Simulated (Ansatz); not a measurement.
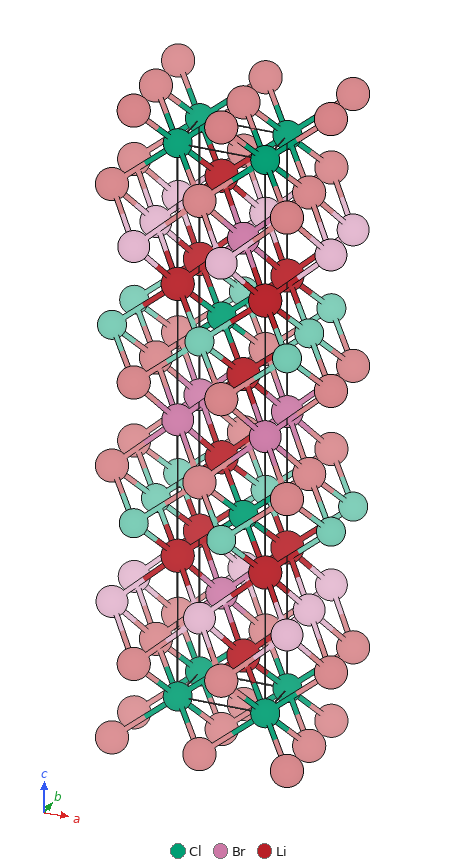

Ball-and-stick drawing of the structure, looking slightly off an axis. The wireframe shows the conventional unit cell. Atoms just outside the outline that bond to atoms inside are added, in fainter colours.

Li$_{2}$BrCl, space group R-3m (No. 166), a = 3.752 Å, b = 3.752 Å, c = 18.349 Å, α = 90.00°, β = 90.00°, γ = 120.00°. The initial geometry was a structure type filled with these elements by a generator (whether the compound takes this form wasn't checked). Earlier steps of the study may have refined or changed the cell and positions. Ansatz was used for an electronic-structure calculation on it.

This one geometry was computed with Ansatz (DFT, plane waves, PAW) at five levels of theory: HSE06, PBE with spin-orbit coupling, r2SCAN, PBE and PBE0. It was relaxed beforehand with r2SCAN.

Question: How does the band gap change with the level of theory?

Answer: PBE with spin-orbit coupling: a gap of 4.91 eV, direct; PBE: a gap of 5.08 eV, direct; r2SCAN: a gap of 5.91 eV, direct; HSE06: a gap of 6.32 eV, direct; PBE0: a gap of 7.01 eV, direct.

Question: Collect the results in a table.

Answer:
| level | cutoff (eV) | k-mesh of the run's cell | gap (eV) | pressure (GPa) |
| --- | --- | --- | --- | --- |
| HSE06 | 420 | 6×6×6 | 6.32 | 0.0 |
| PBE with spin-orbit coupling | 420 | 8×8×8 | 4.91 | 0.6 |
| r2SCAN | 500 | 8×8×8 | 5.91 | 0.0 |
| PBE | 420 | 8×8×8 | 5.08 | 0.6 |
| PBE0 | 420 | 6×6×6 | 7.01 | -0.1 |

Gaps are taken on the k-mesh or band path of each run.
